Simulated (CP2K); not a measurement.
Consider 2-carboxyimidazole at its PBE geometry (Å).

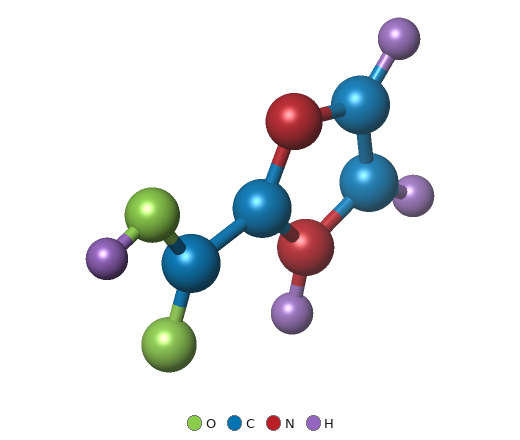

The molecule (oxygen green, carbon blue, nitrogen red, hydrogen purple).

```xyz
12

O     2.2823   -0.5740    0.9694
C     1.7229   -0.0532    0.0063
O     2.3865    0.4787   -1.0514
C     0.2694    0.0580   -0.1224
N    -0.4522    0.5582   -1.1254
C    -1.7561    0.4002   -0.7373
C    -1.8303   -0.1999    0.5134
N    -0.5313   -0.4080    0.8890
H     3.3359    0.3379   -0.8550
H    -2.5780    0.7215   -1.3691
H    -2.6672   -0.4835    1.1403
H    -0.1820   -0.8358    1.7422
```

Method: CP2K XAS_TDP, all-electron GAPW, PBEh(45%), aug-cc-pVDZ, TDA, GW2X-corrected core level, no relativity.

Where do the C K-edge lines lie, and how strong are they?

Leading lines: C2 289.89 eV, C4 287.93 eV, C6 288.37 eV and C7 287.94 eV. The leading line of an atom is its first one with 35 % of the strongest within 2.5 eV of its lowest line over the strength cut. Core ionisation energies at this level: C4 293.47, C6 292.62, C2 296.79 and C7 293.11 eV.

The first six lines of each atom with a strength over 0.0015:

```
                     atom  energy (eV)  states  strength, one atom  above the computed threshold
 C2 (bonded to C and 2 O)       289.89       1              0.0664                              
                                294.83       1              0.0029                              
                                295.47       1              0.0035                              
                                295.48       1              0.0133                              
                                296.35       1              0.0027                              
                                296.66       1              0.0017                              
 C4 (bonded to C and 2 N)       287.93       1              0.0315                              
                                291.55       1              0.0282                              
                                291.69       1              0.0023                              
                                292.20       1              0.0057                              
                                292.35       1              0.0022                              
                                292.70       1              0.0015                              
C6 (bonded to C, N and H)       288.37       1              0.0546                              
                                290.75       1              0.0080                              
                                291.38       1              0.0030                              
                                292.19       1              0.0019                              
                                292.28       1              0.0030                              
                                293.42       1              0.0033                           yes
C7 (bonded to C, N and H)       287.94       1              0.0479                              
                                290.63       1              0.0066                              
                                290.75       1              0.0122                              
                                291.77       1              0.0027                              
                                292.19       1              0.0023                              
                                292.48       1              0.0036
```

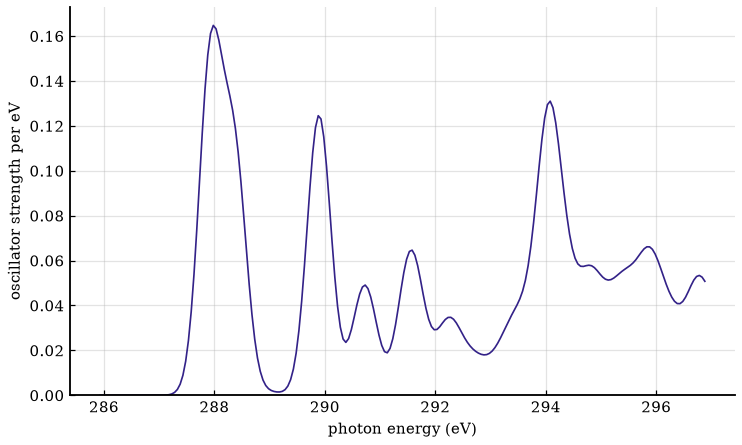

All atoms added, broadened by 0.5 eV.

Lines are vertical, at one geometry, with no vibrational structure. GW2X ionisation energies and lines can be off by 1 to 2 eV either way, and a good line position may hide errors that cancel. These values hold no scalar relativity, about 0.1 eV for C 1s. Rydberg lines, and the discretised continuum above threshold, depend on the basis and the box.

[Banner, clock and machine lines of the logs are left out without a mark of their own.]

[Logs are printed without paths, hosts, clocks, repeated set-up lines and the standing remarks that a program may print on its own settings, such as how far it seeks lower states.]

[Hosts, paths, dates, database ids (printed as entryN), source tags and the programs' standing remarks are cut or masked in the printed files.]
